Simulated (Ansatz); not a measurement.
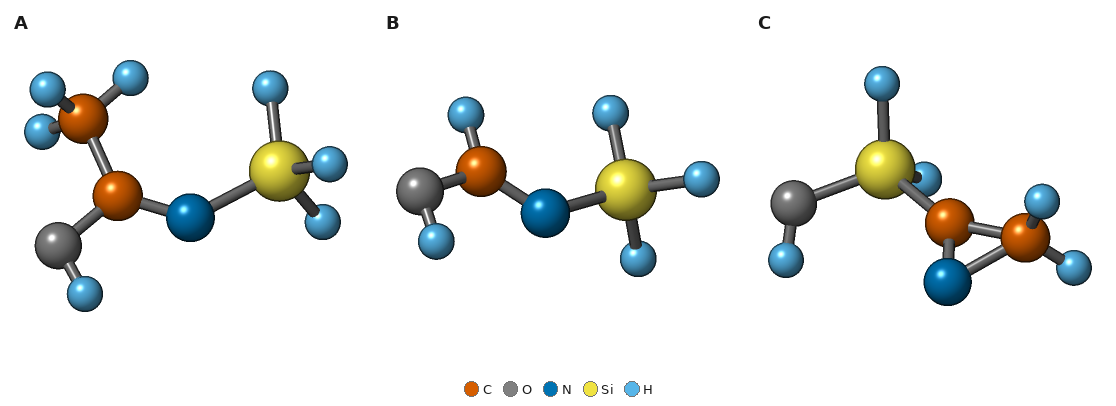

Simulated data, not a measurement (program: Ansatz).

```xyz
10
charge 0, multiplicity 1
O    -1.9711   -0.9852   -1.0312
Si   -0.9358   -0.9211    0.2346
C     0.4336    0.2949   -0.0884
N     0.7745    1.1681   -0.9273
C     1.6688    0.9931    0.2652
H    -2.2377   -0.1623   -1.4444
H    -0.3550   -2.2701    0.4017
H    -1.5805   -0.4735    1.4961
H     2.6296    0.5182    0.0898
H     1.6569    1.7866    1.0067
```

Question: Which panel shows the molecule in this file?

Answer: C. The file holds C2H5NOSi, `O[SiH2]C1=NC1`.
